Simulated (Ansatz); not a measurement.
Input file:

```
crystal:
  periodic: [false, false, false]
  atoms:
    - {symbol: F, position_ang: [0.623020, 0.191030, 1.167760]}
    - {symbol: S, position_ang: [0.432770, -0.058560, -0.301740]}
    - {symbol: F, position_ang: [-0.545420, -1.197460, -0.238600]}
    - {symbol: F, position_ang: [-0.510370, 1.064990, -0.627420]}
basis:
  gaussian:
    orbitals: def2-SVP
total_charge: 1
hamiltonian:
  xc: hf
accuracy: high
output: {forces: true, orbitals: {seedname: orbitals}}
```

Launched as:

```sh
ansatz run job.yaml --threads 1 --pin off --max-ram 3480MiB --events-out events.jsonl --progress --plain --runs-dir runs
```

Geometry: PBE0-D4/def2-TZVP.

Method: isolated molecule in a Gaussian basis; Hartree-Fock in Ansatz 0.2.0.

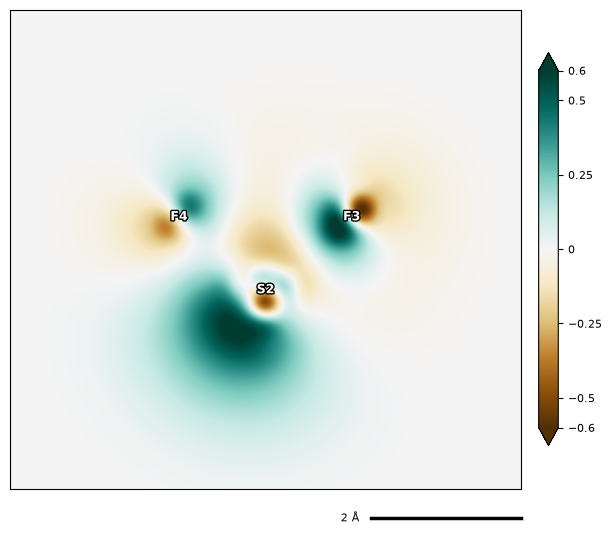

F3S (SMILES F[S+](F)F) (charge +1). The LUMO on the plane of atoms F3, S2 and F4 (values in Å⁻³ᐟ²; the overall sign is arbitrary).

Q: Where does this orbital lie, and at what energy?

A: It lies mainly on S2 (about 70 %), F1 (about 10 %), F3 (about 10 %) and F4 (about 10 %). It is one of a degenerate set, so its orientation is arbitrary. Its energy is −4.63 eV.
